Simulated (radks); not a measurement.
## Atomic calculation for W

The neutral tungsten atom in the configuration [Xe] 4f14 5d4 6s2 (high spin). It sits in a hard spherical wall of radius 4 bohr. Computed at this level: scalar-relativistic Kohn-Sham, LDA (Slater exchange, Perdew-Wang correlation), spin-polarised, spherical densities, finite nucleus (the in-house radial solver radks).

## Input
```
Z 74
configuration [Xe] 4f14 5d4 6s2 6p0 7s0 5f0
relativity scalar-relativistic
functional lda,pw
spin polarised
nucleus finite rms 5.3658 fm
wall 4 bohr
c 137.035999084
```

Energies in input and log are in hartree, lengths in bohr (the nuclear radius in fm).

## Log
```
1s      1   1.0000       -2550.50604718
2s      1   1.0000        -440.02693160
2p      1   3.0000        -385.05052481
3s      1   1.0000        -101.08402715
3p      1   3.0000         -84.79619065
3d      1   5.0000         -65.99405229
4s      1   1.0000         -20.58238345
4p      1   3.0000         -15.23484227
4d      1   5.0000          -8.44774539
4f      1   7.0000          -0.92791910
5s      1   1.0000          -2.64302228
5p      1   3.0000          -1.34486668
5d      1   4.0000           0.06072914
6s      1   1.0000           0.10757391
6p      1   0.0000           0.47823893
7s      1   0.0000           1.76366262
5f      1   0.0000           0.99274768
1s      2   1.0000       -2550.50606054
2s      2   1.0000        -440.02072670
2p      2   3.0000        -385.04538187
3s      2   1.0000        -101.08151262
3p      2   3.0000         -84.79349069
3d      2   5.0000         -65.98975262
4s      2   1.0000         -20.57655117
4p      2   3.0000         -15.22895021
4d      2   5.0000          -8.44042994
4f      2   7.0000          -0.91299289
5s      2   1.0000          -2.58644568
5p      2   3.0000          -1.27276821
5d      2   0.0000           0.14466595
6s      2   1.0000           0.17447174
6p      2   0.0000           0.53496204
7s      2   0.0000           1.82035352
5f      2   0.0000           1.05803557
Etot -16130.043377583526
Ekin 17765.415570362526
Encl -39909.81019013742
Eh 6328.125095633773
Exc -313.77385344240554
err 1.5940310406715793e-09
it 15
```

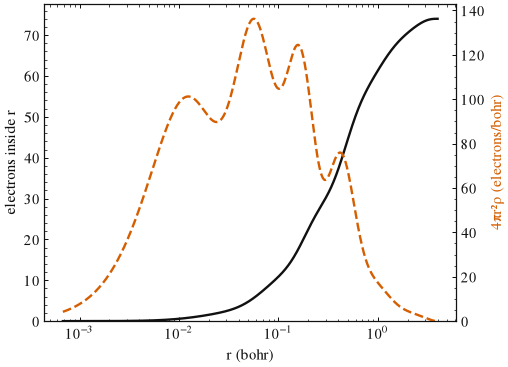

Figure 1. The number of electrons inside radius r (solid) and the radial density 4πr²ρ (dashed). The count levels off at 74 electrons. Half of them lie within 0.398 bohr, 90 % within 1.40 bohr and 99 % within 2.87 bohr. The radial density has minima at 0.0239, 0.102 and 0.295 bohr, where the count stands at 1.9, 11.0 and 29.8; these part the shells that the density resolves.

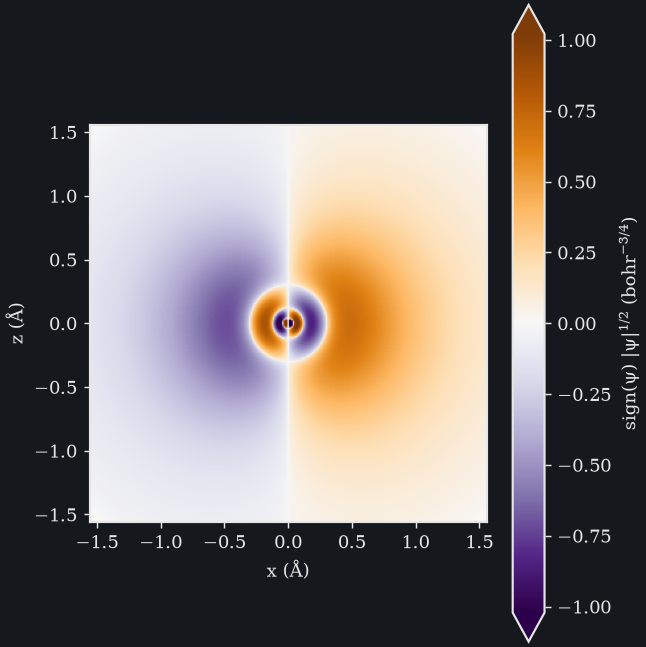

Figure 2. The 5p(x) orbital of down spin. In the xz plane through the nucleus, the colour gives the signed square root of ψ. (1 bohr = 0.529 Å.) The radial function comes from the spherical calculation and is multiplied by a real spherical harmonic; the overall sign is chosen so that the largest lobe of P(r) is positive; at the scalar-relativistic level it is the large component. It has the nodal plane yz and 3 radial nodes, at r = 0.0790, 0.230 and 0.572 bohr. The outermost maximum of P² lies at 1.09 bohr, ⟨r⟩ = 1.26 bohr, 90 % of the charge lies within 1.85 bohr, and the eigenvalue is −34.6 eV, with 3 electrons in the shell for this spin.

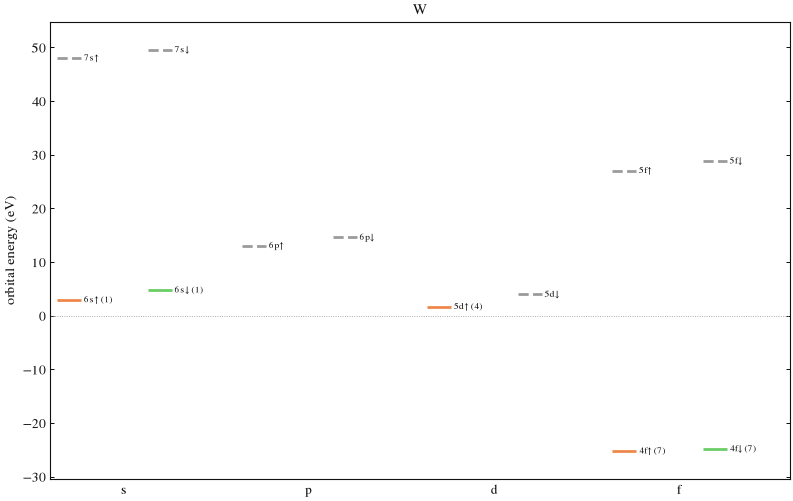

Figure 3. The outer levels are drawn (occupations in brackets, up spins at the left of each column and down spins at the right, empty levels dashed). The highest occupied level is 6s down at 4.75 eV. From the top down the occupied levels run 6s down (4.75 eV), 6s up (2.93 eV), 5d up (1.65 eV), 4f down (−24.8 eV), 4f up (−25.2 eV). The largest exchange splitting (down less up) among the shells drawn in both spins is that of 5d, 2.28 eV. The wall pushes the highest level above zero, where only the wall holds the electron in. The order isn't aufbau: the empty 5d down level lies under the highest occupied one.

## Summary

| quantity | value |
| --- | --- |
| outcome | converged |
| total energy | −16130.0434 hartree |
| kinetic energy | 17765.4156 hartree |
| electron–nucleus energy | −39909.8102 hartree |
| Hartree energy | 6328.1251 hartree |
| exchange–correlation energy | −313.773853 hartree |
| radius at density 0.001 e/bohr³ | 3.68 bohr |
| pressure on the wall | 122 GPa |
| SCF iterations | 15 |
| hardware | 1 CPU thread, shared host |
